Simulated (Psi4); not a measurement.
**InHF2 (SMILES [F][InH][F]) at MP3/def2-TZVP (core potential)**

Aim: the vertical ionisation energy of InHF2 at MP3/def2-TZVP (core potential), from 2 runs. 

The results are computed with Psi4 1.11.

2 further runs of the same task are left out: 2 set aside as unsound or not needed. Runs told in other sessions of the task aren't counted.

### 1 The structure to begin with

The species is InHF2 (4 atoms), meant as a singlet with charge 0. As SMILES, `[F][InH][F]`. Geometry: relaxed at PBE0-D4/def2-TZVP.

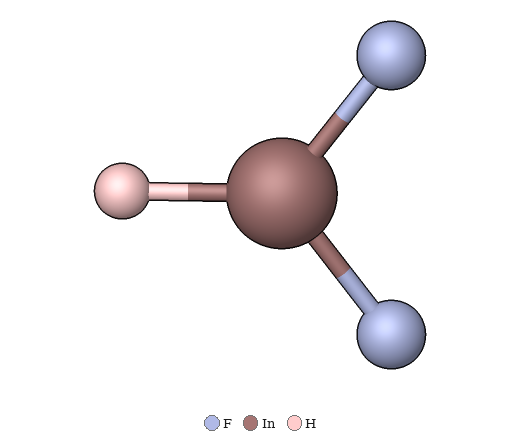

Viewed from a chosen angle; fluorine light blue, indium brown, hydrogen pink.

### 2 The energy at MP3/def2-TZVP (core potential)

File input.json:

```json
{
 "schema_name": "qcschema_input",
 "schema_version": 1,
 "molecule": {
  "schema_name": "qcschema_molecule",
  "schema_version": 2,
  "symbols": ["F", "In", "F", "H"],
  "geometry": [-3.20176297, -1.26384883, 0.4567468, 0.08277, 0.21505083, -0.16705179, 2.53374479, -1.89860784, 1.53294583, 0.69050593, 2.83345535, -1.86100229],
  "molecular_charge": 0,
  "molecular_multiplicity": 1,
  "fix_symmetry": "c1"
 },
 "driver": "energy",
 "model": {
  "method": "mp3",
  "basis": "def2-TZVP"
 },
 "keywords": {
  "puream": true,
  "e_convergence": 1e-09,
  "d_convergence": 1e-08,
  "scf_type": "pk",
  "num_frozen_docc": 6,
  "mp_type": "conv"
 }
}
```

Command:

```sh
psi4 --qcschema input.json -n 1 --memory 2200MB
```

stdout:

```text
[...]
    !!!  WARNING: ECP capability is in beta. Please check occupations closely.  !!!
[...]
  Running in c1 symmetry.
[...]
  Nuclear repulsion =  126.753633512997339
[...]
  Multiplicity = 1
[...]
  Nalpha       = 20
  Nbeta        = 20
[...]
    Number of basis functions: 118
[...]
   @RHF iter   1:  -388.66557182315842   -1.81169e+00   5.55236e-03 DIIS/ADIIS
[...]
   @RHF iter  12:  -388.80871705382356   -2.27374e-12   2.27716e-09 DIIS
[...]
    Orbital Energies [Eh]
    ---------------------
    Doubly Occupied:
       1A    -26.225667     2A    -26.225658     3A     -5.430540
       4A     -3.695015     5A     -3.684967     6A     -3.684176
       7A     -1.500627     8A     -1.499200     9A     -1.081231
      10A     -1.079410    11A     -1.076537    12A     -1.074117
      13A     -1.066501    14A     -0.647132    15A     -0.594821
      16A     -0.592643    17A     -0.589518    18A     -0.579132
      19A     -0.567915    20A     -0.501870
[...]
  @RHF Final Energy:  -388.80871705382356
   => Energetics <=
    Nuclear Repulsion Energy =            126.7536335129973395
    One-Electron Energy =                -868.3313457367905812
    Two-Electron Energy =                 352.7689951699696849
    Total Energy =                       -388.8087170538235569
[...]
 Multipole Moments:
 ------------------------------------------------------------------------------------
     Multipole            Electronic (a.u.)      Nuclear  (a.u.)        Total (a.u.)
 ------------------------------------------------------------------------------------
 L = 1.  Multiply by 2.5417464519 to convert [e a0] to [Debye]
 Dipole X            :          3.2246573           -2.9377078            0.2869495
 Dipole Y            :         13.8990142          -12.6618979            1.2371163
 Dipole Z            :         -8.9900991            8.1899711           -0.8001280
 Magnitude           :                                                    1.5010002
[...]
	SCS-MP2 Total Energy (a.u.)        :  -389.55333835187423
	SOS-MP2 Total Energy (a.u.)        :  -389.53321528144755
[...]
	SOS-PI-MP2 Total Energy (a.u.)     :  -389.58894591434171
[...]
	MP2 Total Energy (a.u.)            :  -389.59358449272759
[...]
	SCS-MP3 Total Energy (a.u.)        :  -389.54906435843111
[...]
	MP3 Total Energy (a.u.)            :  -389.57648851895522
[...]
```

The result, in JSON:

```text
{
 "driver": "energy",
 "model": {
  "method": "mp3",
  "basis": "def2-TZVP"
 },
 "success": true,
 "return_result": -389.5764885189552,
 "properties": {
  "calcinfo_nbasis": 118,
  "calcinfo_nmo": 118,
  "calcinfo_nalpha": 20,
  "calcinfo_nbeta": 20,
  "calcinfo_natom": 4,
  "nuclear_repulsion_energy": 126.75363351299734,
  "return_energy": -389.5764885189552,
  "scf_one_electron_energy": -868.3313457367906,
  "scf_two_electron_energy": 352.7689951699697,
  "scf_dipole_moment": [0.28694951440614824, 1.2371162867944676, -0.80012802546835],
  "scf_total_energy": -388.80871705382356,
  "scf_iterations": 12,
  "mp2_same_spin_correlation_energy": -0.2275611099624878,
  "mp2_opposite_spin_correlation_energy": -0.5573063289415493,
  "mp2_singles_energy": 0.0,
  "mp2_doubles_energy": -0.7848674389040371,
  "mp2_correlation_energy": -0.7848674389040298,
  "mp2_total_energy": -389.5935844927276
 }
}
```

Wall time 29 s (1 thread of AMD EPYC 7R43 (Zen 3), shared host); peak memory 1.5 GiB.

### 3 The doublet cation

File calc.inp:

```
memory 2.2 GB

molecule {
  1 2
  F
  In 1 R2
  F 2 R3 1 A3
  H 2 R4 1 A4 3 D4

  R2 = 1.934534
  R3 = 1.934562
  A3 = 106.8052
  R4 = 1.681323
  A4 = 126.59953
  D4 = 179.99452
  symmetry c1
  no_reorient
  no_com
}

set globals {
  basis def2-TZVP
  reference uhf
  puream true
  e_convergence 1e-09
  d_convergence 1e-08
  scf_type pk
  num_frozen_docc 6
  maxiter 100
  mp_type conv
}

energy_value, wavefunction = energy("mp3", return_wfn=True)
```

Command:

```sh
psi4 -n 1 calc.inp calc.out
```

calc.out:

```text
[...]
    !!!  WARNING: ECP capability is in beta. Please check occupations closely.  !!!
[...]
  Running in c1 symmetry.
[...]
  Nuclear repulsion =  126.753632002303263
[...]
  Multiplicity = 2
[...]
  Nalpha       = 20
  Nbeta        = 19
[...]
    Number of basis functions: 118
[...]
   @UHF iter   1:  -388.15472841731520   -1.32955e+00   5.71032e-03 DIIS/ADIIS
[...]
   @UHF iter  18:  -388.35066009192587   -6.08225e-12   7.81995e-09 DIIS
[...]
   @S^2 Observed:                7.892255432E-01
[...]
    Orbital Energies [Eh]
    ---------------------
    Alpha Occupied:
       1A    -26.480918     2A    -26.480823     3A     -5.732400
       4A     -3.994853     5A     -3.992879     6A     -3.983066
       7A     -1.749812     8A     -1.749077     9A     -1.397804
      10A     -1.379298    11A     -1.372151    12A     -1.369651
      13A     -1.366219    14A     -0.984478    15A     -0.870837
      16A     -0.845838    17A     -0.829891    18A     -0.828168
      19A     -0.820310    20A     -0.810337
    Alpha Virtual:
      21A     -0.211742    22A     -0.199894    23A     -0.135653
      24A     -0.076062    25A     -0.031367    26A     -0.006139
[...]
  @UHF Final Energy:  -388.35066009192587
   => Energetics <=
    Nuclear Repulsion Energy =            126.7536320023032630
    One-Electron Energy =                -857.4098397640964322
    Two-Electron Energy =                 342.3055476698673374
    Total Energy =                       -388.3506600919258744
  UHF NO Occupations:
  HONO-2 :   18  A 1.9955494
  HONO-1 :   19  A 1.9851484
  HONO-0 :   20  A 1.0000000
  LUNO+0 :   21  A 0.0148516
  LUNO+1 :   22  A 0.0044506
[...]
 Multipole Moments:
 ------------------------------------------------------------------------------------
     Multipole            Electronic (a.u.)      Nuclear  (a.u.)        Total (a.u.)
 ------------------------------------------------------------------------------------
 L = 1.  Multiply by 2.5417464519 to convert [e a0] to [Debye]
 Dipole X            :         -0.0001524            0.0001801            0.0000277
 Dipole Y            :         14.8071430          -12.3344551            2.4726879
 Dipole Z            :         10.9958489           -9.1591828            1.8366660
 Magnitude           :                                                    3.0801830
[...]
	SCS-MP2 Total Energy (a.u.)        :  -389.07563748962144
	SOS-MP2 Total Energy (a.u.)        :  -389.05391937731605
[...]
	SOS-PI-MP2 Total Energy (a.u.)     :  -389.10801624542302
[...]
	MP2 Total Energy (a.u.)            :  -389.11907371423223
[...]
	SCS-MP3 Total Energy (a.u.)        :  -389.06917109306505
[...]
	MP3 Total Energy (a.u.)            :  -389.09320812800672
[...]
```

Wall time 59 s (1 thread of AMD EPYC 7R43 (Zen 3), shared host); peak memory 1.6 GiB.

### 4 Outcome

Level: MP3/def2-TZVP (core potential), 6 core orbitals frozen.

| quantity | value |
| --- | --- |
| singlet InHF2: total energy | -389.57649 Eh |
| singlet InHF2: HOMO energy (Hartree–Fock orbitals) | -13.66 eV |
| singlet InHF2: LUMO energy (Hartree–Fock orbitals) | 0.54 eV |
| singlet InHF2: HOMO–LUMO gap (Hartree–Fock orbitals) | 14.19 eV |
| singlet InHF2: correlation energy (6 core orbitals frozen) | -767.8 mEh |
| doublet cation: total energy | -389.09321 Eh |
| doublet cation: HOMO energy (Hartree–Fock orbitals) (highest over α and β) | -20.44 eV |
| doublet cation: LUMO energy (Hartree–Fock orbitals) (lowest over α and β) | -11.46 eV |
| doublet cation: correlation energy (6 core orbitals frozen) | -742.5 mEh |
| doublet cation: ⟨S²⟩ of the reference determinant | 0.789 |
| vertical ionisation energy (to the doublet cation) | 13.151 eV |

**Reading.** The vertical ionisation energy comes to 13.15 eV (303 kcal/mol).
